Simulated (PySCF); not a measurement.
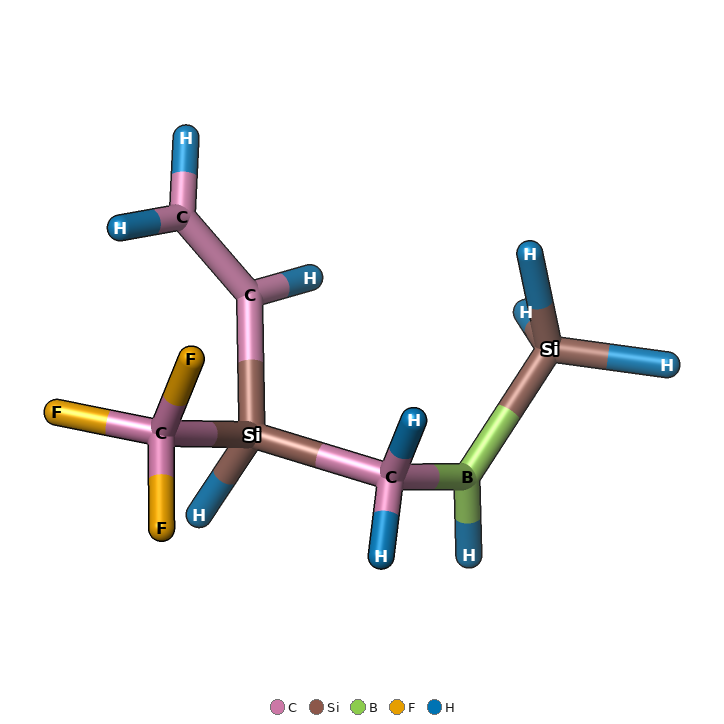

The geometry was computed by an optimisation with GFN2-xTB. No frequency run is at hand to confirm it as a minimum. Method: PBE0/pcSseg-1, gas phase (PySCF 2.14.0).

Q: Give the HOMO energy (Kohn–Sham orbital) at this level.

A: −8.45 eV.

Q: Estimate the dipole moment.

A: 1.39 D.

Q: Give the LUMO energy (Kohn–Sham orbital) at this level.

A: −2.36 eV.

The geometry is semi-empirical. Around B, Si such bond lengths and angles can be off by a tenth of an ångström or more and by several degrees, and values that hang on the shape move with them.
